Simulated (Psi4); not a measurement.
# OH− (hydroxide) at CCSD/aug-cc-pVTZ

Aim: the energy change on altering one bond length of OH− (hydroxide) at CCSD/aug-cc-pVTZ, from 2 runs. 

The calculation is run with Psi4 1.11.

2 further runs of the same task are left out: 2 set aside as unsound or not needed.

### 1 The molecule

OH−: 2 atoms, total charge -1, spin state singlet. As SMILES, `[OH-]`. The shape is that of a PBE0-D4/def2-TZVPD optimisation.

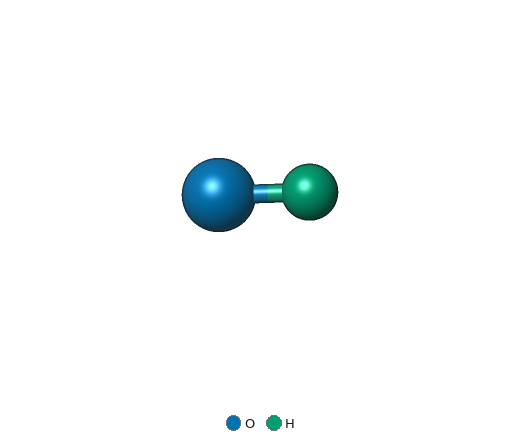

The structure, seen from a chosen angle (oxygen blue, hydrogen teal).

### 2 The energy at CCSD/aug-cc-pVTZ

Contents of calc.py:

```python
import psi4

psi4.set_memory('1600 MB')
psi4.set_num_threads(1)
psi4.set_output_file('output.dat', False)

geom = psi4.geometry("""
-1 1
O
H 1 0.963549
units angstrom
symmetry c1
no_reorient
no_com
""")

psi4.set_options({
    'basis': 'aug-cc-pVTZ',
    'puream': True,
    'e_convergence': 1e-09,
    'd_convergence': 1e-08,
    'scf_type': 'pk',
    'num_frozen_docc': 1,
})

E = psi4.energy('ccsd')
print('E =', round(E, 9))
```

Launch:

```bash
$ python calc.py
```

output.dat:

```text
[...]
  Running in c1 symmetry.
[...]
  Nuclear repulsion =    4.393567618626557
[...]
  Multiplicity = 1
[...]
  Nalpha       = 5
  Nbeta        = 5
[...]
    Number of basis functions: 69
[...]
   @RHF iter   1:   -75.21014759182506   -5.56442e-01   9.94420e-03 DIIS/ADIIS
[...]
   @RHF iter  10:   -75.41219499332895   -1.68967e-11   4.79576e-09 DIIS
[...]
    Orbital Energies [Eh]
    ---------------------
    Doubly Occupied:
       1A    -20.186844     2A     -0.902899     3A     -0.251617
       4A     -0.108868     5A     -0.108868
[...]
  @RHF Final Energy:   -75.41219499332895
   => Energetics <=
    Nuclear Repulsion Energy =              4.3935676186265571
    One-Electron Energy =                -116.4933347411683400
    Two-Electron Energy =                  36.6875721292128247
    Total Energy =                        -75.4121949933289528
[...]
 Multipole Moments:
 ------------------------------------------------------------------------------------
     Multipole            Electronic (a.u.)      Nuclear  (a.u.)        Total (a.u.)
 ------------------------------------------------------------------------------------
 L = 1.  Multiply by 2.5417464519 to convert [e a0] to [Debye]
 Dipole X            :         -0.0000000            0.0000000           -0.0000000
 Dipole Y            :          0.0000000            0.0000000            0.0000000
 Dipole Z            :         -0.3539851            0.8494810            0.4954959
 Magnitude           :                                                    0.4954959
[...]
      * MP2 total energy                      =  -75.702274482733046
[...]
      * CCSD total energy                     =  -75.697031731894299
```

The script printed:

```text
E = -75.697031732
```

Wall time 4.5 s (1 thread of Intel Xeon 6975P-C (Granite Rapids), shared host); peak memory 0.45 GiB.

### 3 The distorted shape, same level

Contents of ho.inp:

```
memory 1600 mb

molecule molecule1 {
  -1 1
  O      0.823580    -0.263594     0.424990
  H     -0.411800     0.131800    -0.212500
  units angstrom
  symmetry c1
  no_reorient
  no_com
}

set reference rhf
set puream true
set e_convergence 1e-09
set d_convergence 1e-08
set scf_type pk
set num_frozen_docc 1

energy_value = energy('ccsd/aug-cc-pVTZ')
```

Launch:

```bash
$ psi4 ho.inp ho.out -n 1
```

ho.out:

```text
[...]
  Running in c1 symmetry.
[...]
  Nuclear repulsion =    2.929091603626577
[...]
  Multiplicity = 1
[...]
  Nalpha       = 5
  Nbeta        = 5
[...]
    Number of basis functions: 69
[...]
   @RHF iter   1:   -75.01309188381745   -5.91066e-01   1.08697e-02 ADIIS/DIIS
[...]
   @RHF iter  13:   -75.31849094794076   -7.38964e-13   8.81724e-10 DIIS
[...]
    Orbital Energies [Eh]
    ---------------------
    Doubly Occupied:
       1A    -20.262426     2A     -0.865568     3A     -0.156727
       4A     -0.148647     5A     -0.148647
[...]
  @RHF Final Energy:   -75.31849094794076
   => Energetics <=
    Nuclear Repulsion Energy =              2.9290916036265768
    One-Electron Energy =                -113.3311325500167470
    Two-Electron Energy =                  35.0835499984494135
    Total Energy =                        -75.3184909479407594
[...]
 Multipole Moments:
 ------------------------------------------------------------------------------------
     Multipole            Electronic (a.u.)      Nuclear  (a.u.)        Total (a.u.)
 ------------------------------------------------------------------------------------
 L = 1.  Multiply by 2.5417464519 to convert [e a0] to [Debye]
 Dipole X            :        -12.9493671           11.6725359           -1.2768311
 Dipole Y            :          4.1445589           -3.7358978            0.4086610
 Dipole Z            :         -6.6822310            6.0233508           -0.6588801
 Magnitude           :                                                    1.4937954
[...]
      * MP2 total energy                      =  -75.614149980517780
[...]
      * CCSD total energy                     =  -75.618962114344129
[...]
```

Run time: 4.5 s. Hardware: 1 thread of Intel Xeon 6975P-C (Granite Rapids), shared host; peak memory 0.46 GiB.

### 4 Outcome

Level: CCSD/aug-cc-pVTZ, 1 core orbital frozen.

| quantity | value |
| --- | --- |
| first shape: total energy | -75.69703 Eh |
| first shape: HOMO energy (Hartree–Fock orbitals) | -2.96 eV |
| first shape: LUMO energy (Hartree–Fock orbitals) | 4.86 eV |
| first shape: HOMO–LUMO gap (to an unbound level, set by the basis) | 7.82 eV |
| first shape: correlation energy (1 core orbital frozen) | -284.8 mEh |
| first shape: T1 diagnostic | 0.022 |
| distorted shape: total energy | -75.61896 Eh |
| distorted shape: HOMO energy (Hartree–Fock orbitals) | -4.04 eV |
| distorted shape: LUMO energy (Hartree–Fock orbitals) | 4.97 eV |
| distorted shape: HOMO–LUMO gap (to an unbound level, set by the basis) | 9.02 eV |
| distorted shape: correlation energy (1 core orbital frozen) | -300.5 mEh |
| distorted shape: T1 diagnostic | 0.044 |
| energy change with the O1–H2 bond stretched from 0.964 to 1.445 Å | 2.124 eV |

With the O1–H2 bond stretched from 0.964 to 1.445 Å the energy rises by 2.12 eV (205 kJ/mol). The first shape isn't relaxed at this level, so the change isn't measured from a minimum. The T1 diagnostic (first shape) of 0.022 is above the customary mark for such species, so a single reference may not serve. The T1 diagnostic (distorted shape) of 0.044 is above the customary mark for such species, so a single reference may not serve.
